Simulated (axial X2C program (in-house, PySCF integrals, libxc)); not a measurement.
**ReSe⁻: relativistic diatomic calculation**

System: ReSe⁻, single determinant with Ω = 2.
Method: PBE0, two-component X2C with atomic mean-field Coulomb and Gaunt terms, Re dyall-acv3z, Se dyall-acv3z (cores contracted) (axial X2C program (in-house, PySCF integrals, libxc)).

The input:
```
{"zs": [75, 34], "q": -1, "bas": ["dyall-acv3z", "dyall-acv3z"], "levels": ["PBE0", "HF", "r2SCAN"], "cc": true, "r0": 2.26, "thr": -2.0, "nmax": 90, "npts": 10, "nst": 2, "ntry": 6}
```

The line is the task of a batch: nuclear charges, charge, bases, the levels to run, a first guess of the distance and further settings. This report covers PBE0 with spin-orbit coupling. The log is that of the reference distance 2.286 Å.

Hardware: 1 thread of INTEL XEON PLATINUM @ 2.10GHz (Emerald Rapids), 24 GiB of memory available, shared host.

The run was one of a batch that the task file lists, launched with:
```bash
python <driver script> task.json out
```

Log:
```
two-component X2C + atomic mean field  PBE0
basis functions 312  fitting functions 1586  grid points 5800
iter        total energy     max residual
   1     -19115.364215319     1.12e+02
   2     -19118.751783941     8.33e+01
   3     -19119.853392957     5.70e+01
   4     -19121.166061375     9.26e+00
   5     -19121.461205155     1.05e+01
   6     -19121.629625530     8.72e+00
   7     -19121.720242471     8.25e+00
   8     -19121.775415343     4.76e+00
   9     -19121.795468896     2.86e+00
  10     -19121.810798235     2.44e+00
  11     -19121.812337338     2.85e+00
  12     -19121.818918994     7.73e-01
  13     -19121.819530604     1.22e+00
  14     -19121.820653926     3.54e-01
  15     -19121.820951527     2.71e-01
  16     -19121.821363466     1.56e-01
  17     -19121.821497326     2.30e-01
  18     -19121.821574205     1.94e-01
  19     -19121.821633799     9.69e-02
  20     -19121.821652808     9.03e-02
  21     -19121.821669343     6.27e-02
  22     -19121.821679060     5.26e-02
  23     -19121.821684673     2.87e-02
  24     -19121.821687609     2.33e-02
  25     -19121.821689531     1.87e-02
  26     -19121.821690647     1.89e-02
  27     -19121.821691735     1.37e-02
  28     -19121.821692771     1.42e-02
  29     -19121.821693353     1.11e-02
  30     -19121.821693886     7.24e-03
  31     -19121.821694135     8.33e-03
  32     -19121.821694297     2.18e-03
  33     -19121.821694372     4.25e-03
  34     -19121.821694417     3.13e-03
  35     -19121.821694437     1.93e-03
  36     -19121.821694439     2.31e-03
  37     -19121.821694451     1.51e-03
  38     -19121.821694455     4.63e-04
  39     -19121.821694457     7.97e-04
  40     -19121.821694458     1.29e-03
  41     -19121.821694459     4.53e-04
  42     -19121.821694459     3.81e-04
  43     -19121.821694459     9.36e-05
  44     -19121.821694459     1.56e-04
  45     -19121.821694459     6.09e-05
  46     -19121.821694459     3.57e-05
  47     -19121.821694459     3.60e-05
  48     -19121.821694459     7.43e-05
  49     -19121.821694459     2.58e-05
  50     -19121.821694459     2.82e-05
  51     -19121.821694459     1.41e-05
converged
one-electron -27462.76370584  Coulomb 8191.25833137  exact exchange -104.55208422  xc functional -320.46765328  nuclear repulsion 590.28953974  atomic mean-field constant -15.58612223
```

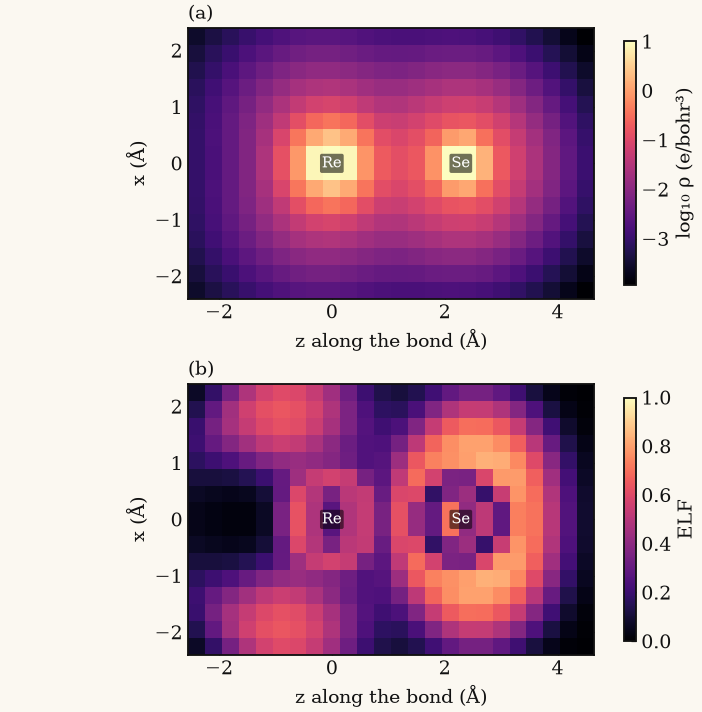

*(a) electron density on a logarithmic scale; (b) electron localisation function, in a plane that holds the axis, at 2.29 Å, on points 0.3 Å apart (one half computed, the other mirrored); the structure near the nuclei is finer than these points.*

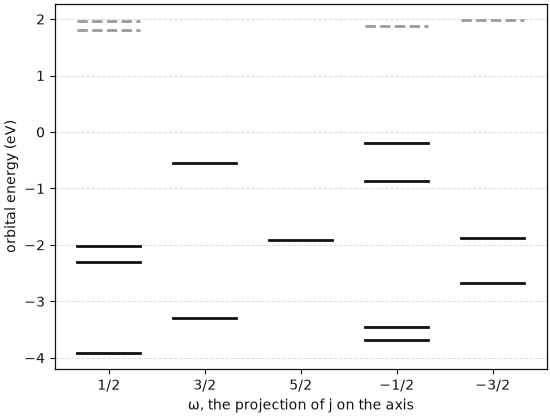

*Orbital energies near the frontier at 2.29 Å, filled (solid) and empty (dashed).*

The highest filled spinor (−1/2; 52 % Re s, 22 % Re d) lies at −0.19 eV, the lowest empty one (1/2; 47 % Re p, 22 % Re s) at 1.81 eV.

Outcome:

```tsv
quantity	value
outcome	not converged in a step after the SCF shown
wall time	10 s
peak memory	1 GiB
```

Diagnosis:

The SCF whose log is shown converged, but a later step did not. The run therefore gave no full result.
